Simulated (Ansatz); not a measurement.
Amorphous Si24O51Mo

A CHGNet melt-quench gave the starting glass, which DFT then relaxed. O atoms were pushed apart under 1.9 Å during the dynamics, to hinder bonds among them. The hot cell started wider than the set density and was brought back towards it in steps. It is the lowest in DFT energy of 2 quenches. It is a model cell: composition and starting density were chosen by hand, and all elements were melted together. No dispersion term was used.

Methods: PBE, scalar-relativistic without spin-orbit coupling (Ansatz, a program for electronic structure); r2SCAN, scalar-relativistic without spin-orbit coupling (Ansatz); HSE06, scalar-relativistic without spin-orbit coupling (Ansatz). Geometry, pressure, stress and energy are those of the PBE run. Its sampling: a 2×2×2 Γ-centred mesh; Fermi-Dirac width 0.02 eV; no spin polarisation. Other functionals are single points at the zone centre (r2SCAN at 500 eV; exact exchange cut at the cell's faces), free to take moments where seeds were set. At PBE the levels at both edges of the gap are localised (band-tail or defect states), and the nearest spread-out levels lie 5.3 eV apart at the zone centre.

```yaml
number_of_atoms_in_the_cell: 76
Density (volume relaxed, without dispersion): 2.19 g/cm³
volume_per_atom: 15.80 Å^3
Pressure on a 2×2×2 Γ-centred mesh: 0.00 GPa
Largest force and stress component on that mesh (the relaxation ran on the zone centre alone): 0.02 eV/Å and 0.0 GPa
Gap between localised states on a 2×2×2 Γ-centred mesh (PBE): 1.17 eV
Gap between localised states at the zone centre (PBE): 1.17 eV
Gap between localised states at the zone centre (r2SCAN): 1.46 eV
Gap between localised states at the zone centre (HSE06): 2.62 eV
```

Neighbours within Si-Si 2.60 Å, Si-O 1.96 Å, Si-Mo 2.74 Å, O-O 1.58 Å, O-Mo 2.42 Å, Mo-Mo 3.04 Å count as bonded. Two cations that share two anions don't count as bonded, nor two that share one unless they lie closer than Si-Si 2.38 Å, Si-Mo 2.66 Å, Mo-Mo 2.95 Å.

```
Quantity                                                          Value
---------------------------------  ------------------------------------
Mean coordination of Si by anions            4.04 (23 with 4, 1 with 5)
Mean coordination of O                       1.98 (1 with 1, 50 with 2)
Mean coordination of Mo by anions                       4.00 (1 with 4)
Mean Si-O bond                     1.643 Å (spread 0.037 Å, 97 counted)
Mean O-Mo bond                      1.791 Å (spread 0.076 Å, 4 counted)
```

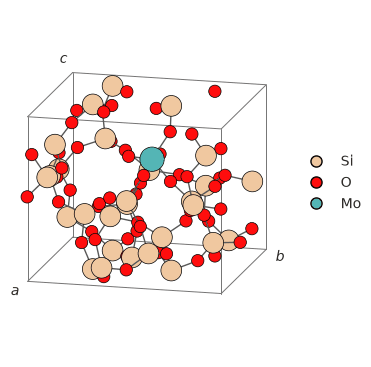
The relaxed cell

Its density started from a set value of 2.30 g/cm³. The simulated quench (nominally 320 K/ps over its main leg) is rapid and tends to freeze in more defects than a deposited or slowly cooled glass has. A cell of this size samples the disorder only roughly. Volume and shape were free in the relaxation.
